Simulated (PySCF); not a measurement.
**CH6Cl2OSi3: density, localisation and related maps**

Input file:

```
{"job": {"xc": "WP04", "basis": "pcSseg-1", "solvent": "dimethylsulfoxide", "kind": "nmr", "pop": true}, "charge": 0, "multiplicity": 1}
C      1.644336    -0.031899    -1.621440
O      0.869612    -0.767506    -0.726326
Si     0.560015    -0.514327     0.851547
Si    -1.734813    -0.945701     1.132412
Cl    -2.762119    -2.248086    -0.059622
Si    -1.011390     1.331733     1.006564
Cl    -1.358911     2.231621    -0.830783
H      1.727033    -0.600419    -2.548107
H      1.163809     0.926770    -1.828127
H      2.644117     0.154254    -1.222115
H      1.888094    -0.329126     1.489121
H     -1.935769    -1.521706     2.474549
H     -1.698402     2.314879     1.864599
```

Command:

```sh
OMP_NUM_THREADS=1 python ens_run.py task.json out
```

Geometry: GFN2-xTB.

Level of theory: WP04/pcSseg-1, SCF density, in a dimethylsulfoxide solvent model, non-relativistic (PySCF 2.14.0).

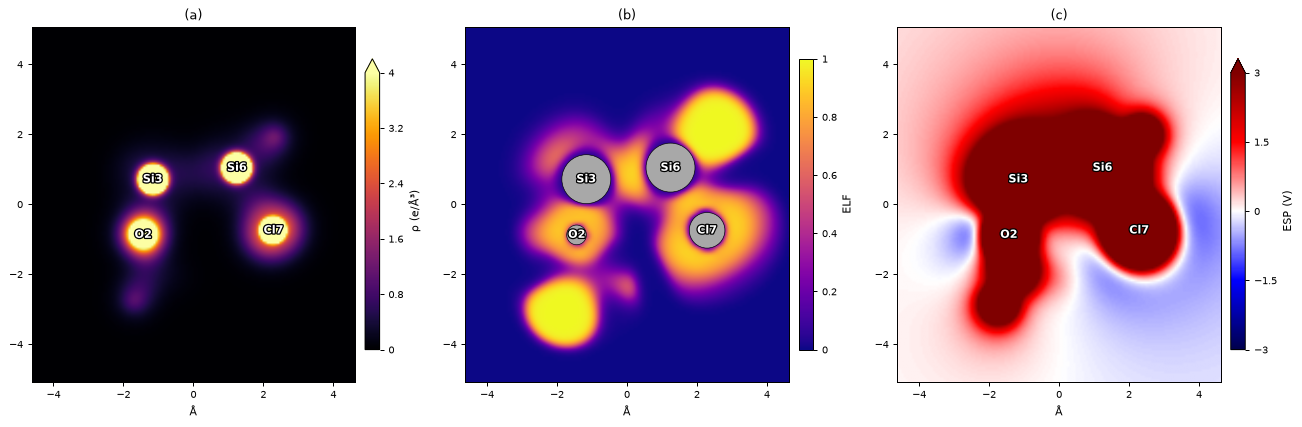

Figure 1. (a) total electron density; (b) ELF; (c) molecular electrostatic potential on the plane of atoms Si3, Si6 and Cl7. Grey discs cover the atomic cores in the ELF map.

**What does the map show?**

Atoms in the plane: O, Si and Cl. Si–O (1.63 Å): ρ is about 1.1 e/Å³ halfway; the ELF peaks at about 0.85 between the atoms: a short, strongly polar bond. The ELF also peaks beside O2 and Cl7, away from the bonds: lone-pair regions. Outside the dense part of the molecule the potential is most negative (−0.8 V) near Cl7.

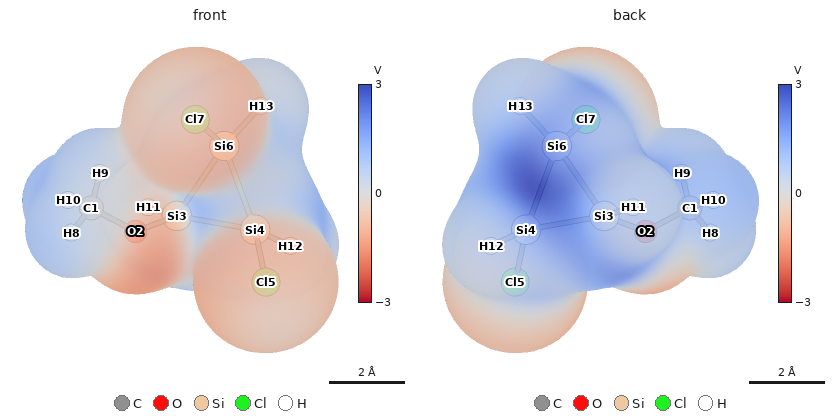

Figure 2. The electrostatic potential painted on the density surface at 0.002 e/bohr³, seen from the front and from behind; the colour scale runs from red (negative) to blue (positive).

**Where is the surface potential most negative and most positive?**

The most negative region (about −1.4 V, or −32 kcal/mol for a unit charge) lies over O2, the most positive (about +2.8 V, or +65 kcal/mol for a unit charge) over Si3, Si4 and Si6. O2 is the likeliest acceptor of a hydrogen bond.

**How polar is the molecule by this calculation?**

Its dipole moment is 4.41 D.
